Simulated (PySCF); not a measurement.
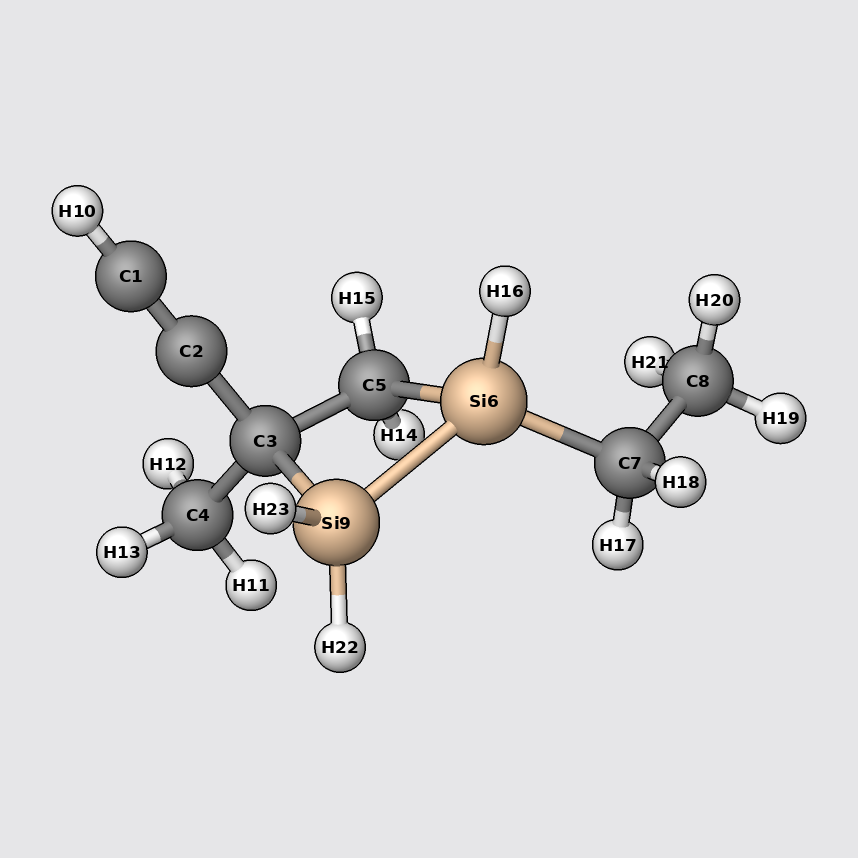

Every bond is drawn as one stick. Computed geometry: GFN2-xTB optimisation. No frequency run is at hand to confirm it as a minimum. Computed with PBE0/pcSseg-1 (PySCF 2.14.0).

> Which bond between heavy atoms has the highest Mayer bond order?

C1–C2, 2.48, at a length of 1.198 Å.

List the Mayer bond orders of C1–C2, C2–C3, C3–C4, C3–C5, C3–Si9, C5–Si6, Si6–C7, Si6–Si9, C7–C8 (bonds between heavy atoms, one of each equivalent set).

```json
{"bond": "C1–C2", "Mayer order": "2.48", "length (Å)": "1.198"}
{"bond": "C2–C3", "Mayer order": "0.85", "length (Å)": "1.442"}
{"bond": "C3–C4", "Mayer order": "1.05", "length (Å)": "1.526"}
{"bond": "C3–C5", "Mayer order": "0.97", "length (Å)": "1.557"}
{"bond": "C3–Si9", "Mayer order": "0.83", "length (Å)": "1.956"}
{"bond": "C5–Si6", "Mayer order": "0.89", "length (Å)": "1.924"}
{"bond": "Si6–C7", "Mayer order": "0.91", "length (Å)": "1.910"}
{"bond": "Si6–Si9", "Mayer order": "0.93", "length (Å)": "2.325"}
{"bond": "C7–C8", "Mayer order": "1.05", "length (Å)": "1.524"}
```

The geometry is semi-empirical. Around Si such bond lengths and angles can be off by a tenth of an ångström or more and by several degrees, and values that hang on the shape move with them.
